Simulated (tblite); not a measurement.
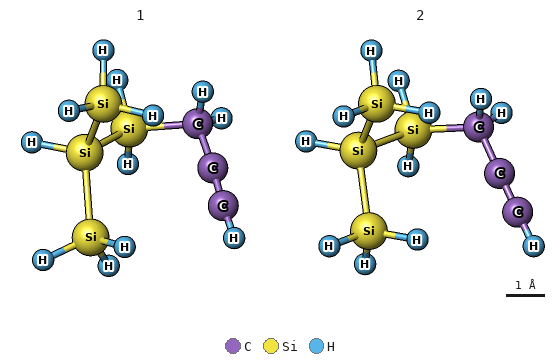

Two geometries of C$_{3}$H$_{12}$Si$_{4}$, drawn at one scale. One is the start of a relaxation, the other its converged end. The picture is a ball-and-stick view, seen at a tilt.

Computed with tblite 0.8.0, GFN2-xTB geometry optimisation, gas phase. 

Q: Which one is relaxed?

A: Structure 1 is the relaxed one. After 133 geometry steps the energy has fallen by 30.3 kJ/mol. The atom that moves furthest after the best rigid fit is an H atom (0.75 Å). By element the largest moves are H 0.75 Å, C 0.48 Å, Si 0.21 Å. Near-neighbour distances that change, for instance: C–Si 1.852 → 1.920 Å, Si–Si 2.265 → 2.328 Å, Si–Si 2.290 → 2.329 Å, H–Si 1.493 → 1.465 Å. Among the angles between lasting bonds that change: Si–Si–H 108.0° → 117.4°, C–Si–Si 113.1° → 106.9°, Si–Si–H 109.1° → 114.9°. Groups turn about Si–Si by about 30°.
